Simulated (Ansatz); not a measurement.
# CHGeSi (charge −1): what the fields show

The calculation's input:

```
crystal:
  periodic: [false, false, false]
  atoms:
    - symbol: C
      position_ang: [-0.466375, -0.020048, -0.864180]
    - symbol: Ge
      position_ang: [0.027655, 0.163413, 0.968974]
    - symbol: Si
      position_ang: [-0.539307, -1.762368, -0.420400]
    - symbol: H
      position_ang: [-0.617734, 0.643073, -1.725393]
basis:
  gaussian:
    orbitals: def2-TZVPD
total_charge: -1
hamiltonian:
  xc: {name: PBE0}
output: {forces: true, orbitals: {seedname: orbitals}}
```

Launched as:

```sh
ansatz run input.yaml --threads 2 --pin off --max-ram 4350MiB --events-out events.jsonl --progress --plain --runs-dir runs
```

Geometry: B3LYP-D3(BJ)/def2-SVPD; the highest occupied orbital lies above zero, a sign that basis and functional describe the outermost electron poorly.

Method: isolated molecule in a Gaussian basis; Kohn-Sham density functional theory, functional PBE0 in Ansatz 0.2.0.

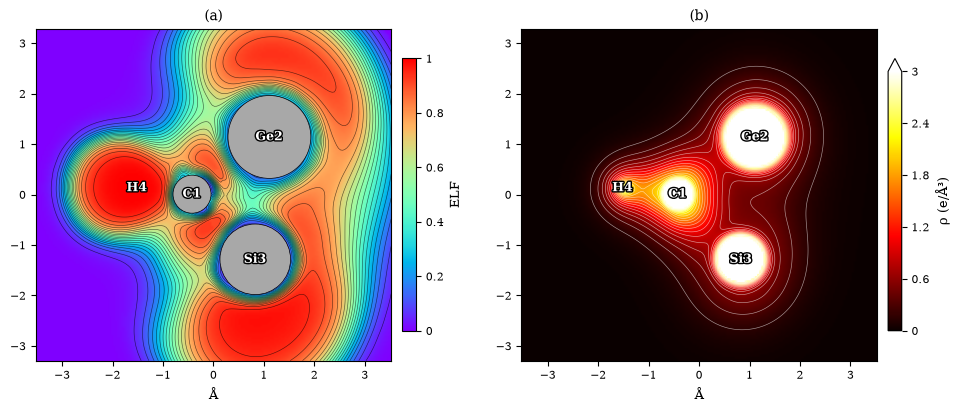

Figure 1. (a) ELF; (b) total electron density on the molecular plane. Grey discs cover the atomic cores in the ELF map.

Question: Read the bonding off the picture.

Answer: The section cuts through C, Ge, Si and H sites. C–Si (1.80 Å): the density is about 0.96 e/Å³ at the midpoint; the ELF peaks at about 0.90 between the atoms; a shared electron pair. C–Ge (1.91 Å): ρ is about 0.85 e/Å³ halfway; the ELF peaks at about 0.85 in the valence shell of C, 0.6 Å from its nucleus, and is about 0.45 at the midpoint. Si–Ge (2.44 Å): ρ is about 0.46 e/Å³ halfway; the ELF peaks at about 0.55 in the valence shell of Si, 1.1 Å from its nucleus, and is about 0.50 at the midpoint. C–H (1.10 Å): the density is about 1.9 e/Å³ at the midpoint; the ELF climbs to about 1 towards the hydrogen, as it does in any bond to H; a covalent bond by its length. The ELF also peaks beside Si3, away from the bonds: lone-pair regions.

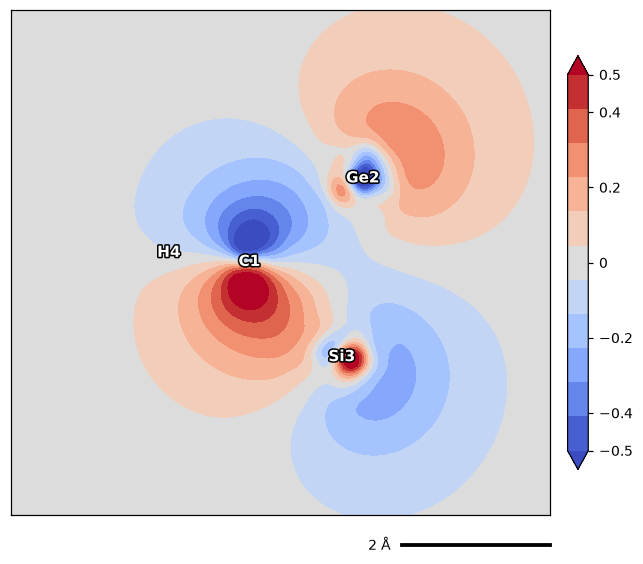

Figure 2. The HOMO−1 on the molecular plane (values in Å⁻³ᐟ²; the overall sign is arbitrary).

Question: Describe this orbital and give its energy.

Answer: Its weight (Hirshfeld) is mainly on Ge2 (about 35 %), Si3 (about 30 %) and C1 (about 30 %); it is symmetric in the molecular plane (an in-plane orbital: σ, lone-pair or in-plane π type). Its energy is −1.13 eV.

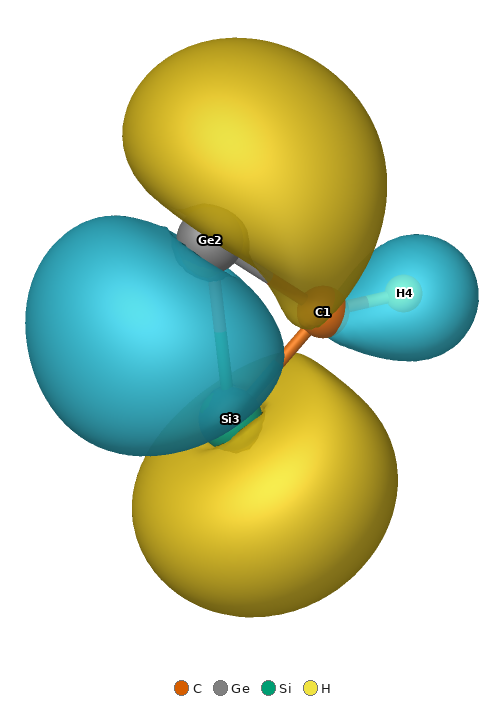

Figure 3. The HOMO at ±0.05 Å⁻³ᐟ² (yellow and cyan are the two phases), seen at a tilt.

Question: What is the character of this orbital?

Answer: By Hirshfeld shares it lies mainly on Ge2 (about 45 %), Si3 (about 45 %) and C1 (about 5 %); it is symmetric in the molecular plane (an in-plane orbital: σ, lone-pair or in-plane π type). Its energy is 0.01 eV.
